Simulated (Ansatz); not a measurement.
Cost and result by functional for the adsorption energy of CO on the 1x1 (110) surface of bcc W, one in a 2x2 cell, started at the site 'top W', in Ansatz (plane waves, PAW). Single points on the PBE structure, on one kind of machine; costs are rough ratios of the slab run's core time (references not counted) to the cheapest single point. r2SCAN's cost holds its higher cutoff (500 against 420 eV). Differences are taken against r2SCAN for comparison alone: no measured value is at hand, so the table doesn't rank accuracy.

Model: 18-atom slab, 6.6 Å thick at the start under the adsorbate (thin: gaps and levels are the slab's own), 6x6x1 mesh, Fermi-Dirac 0.1 eV, dipole correction, 8 atoms held, the rest relaxed; symmetry of the start imposed; no spin, no spin-orbit, no U, no dispersion correction. At the end it is bonded to W. In PBE this state lies 0.06 eV over the lowest of the starts that converged ('hollow W-W-W'). These notes are the PBE run's. Adsorption energies are against CO(g). A negative adsorption energy means that the adsorbate is more stable on the surface than in its reference.

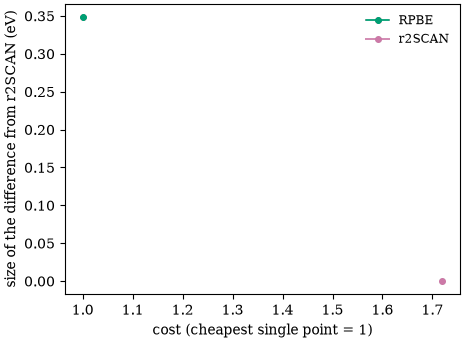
Figure: Difference from r2SCAN against cost

| functional | relative cost | adsorption energy (eV) | less r2SCAN (eV) |
|---|---|---|---|
| RPBE | 1 | -1.56 | 0.35 |
| r2SCAN | 2 | -1.91 | 0.00 |
| PBE (the relaxed run's value) | – | -1.81 | 0.10 |

The values span 0.35 eV, while the single points' costs differ by a factor of roughly 2. Differences are of unrounded values.

Ansatz is a program for electronic structure.
